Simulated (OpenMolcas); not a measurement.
BNH3OF (SMILES NB(O)F): the dipole moment, rung by rung

BNH3OF has 7 atoms, charge 0, and is taken as a singlet. SMILES: `NB(O)F`. The coordinates come from a PBE0-D4/def2-TZVP relaxation. This is one conformer, not always the lowest.

```xyz
7

N    -0.5318    0.7534   -0.0321
B     0.0393   -0.5057   -0.2888
O     1.1063   -1.0443    0.3670
F    -0.4948   -1.2582   -1.2563
H    -1.3204    1.0817   -0.5597
H    -0.2101    1.3943    0.6685
H     1.4727   -0.4892    1.0557
```

Each level gives the dipole moment (D). The values are calculated.

```json
{"level": "HF/6-311+G**", "kind": "Hartree–Fock", "program": "OpenMolcas", "value (D)": "3.93"}
{"level": "SVWN5/6-311+G**", "kind": "LDA", "program": "OpenMolcas", "value (D)": "3.80"}
{"level": "revPBE/6-311+G**", "kind": "GGA", "program": "OpenMolcas", "value (D)": "3.65"}
{"level": "M06-L/6-311+G**", "kind": "meta-GGA", "program": "OpenMolcas", "value (D)": "3.68"}
{"level": "TPSS/6-311+G**", "kind": "meta-GGA", "program": "OpenMolcas", "value (D)": "3.68"}
{"level": "B3LYP/6-311+G**", "kind": "global hybrid", "program": "OpenMolcas", "value (D)": "3.77"}
{"level": "M06-2X/6-311+G**", "kind": "hybrid meta-GGA", "program": "OpenMolcas", "value (D)": "3.80"}
{"level": "PBE0/6-311+G**", "kind": "global hybrid", "program": "OpenMolcas", "value (D)": "3.78"}
```

The values span 3.65 to 3.93 D. Magnitudes only.

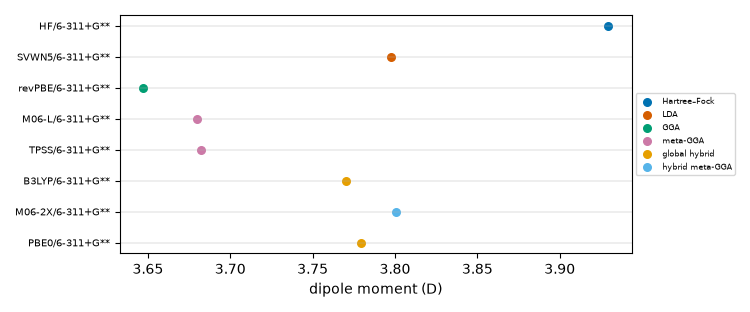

The values of the table, level by level.
